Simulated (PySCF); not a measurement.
Vertical excitations of a molecule C4F6 from TDA-PBE/def2-SVPD in PySCF, as energy in eV (oscillator strength): 5.00 (0.001), 5.58 (0.000), 6.08 (0.000), 6.16 (0.941), 6.17 (0.008), 6.73 (0.000). Lowest triplet (TDA): 3.22 eV. Coordinates come from a ωB97X-D3(BJ)/def2-SVP optimisation. A frequency run showed that this geometry is not a minimum. Other conformers were not sampled.

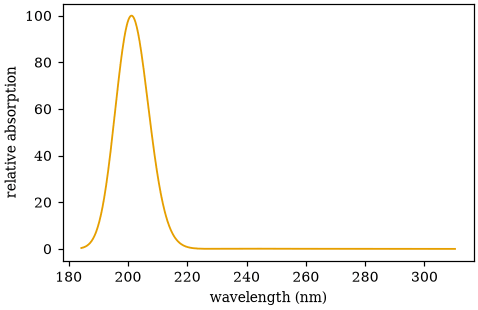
Fig. 1. The lines broadened by 0.4 eV.

Q: Which structure fits?
A. FC(F)=C(F)C(F)=C(F)F
B. FC1=C(F)C(F)(F)C1(F)F
C. FC(F)(F)C#CC(F)(F)F

A: A, FC(F)=C(F)C(F)=C(F)F
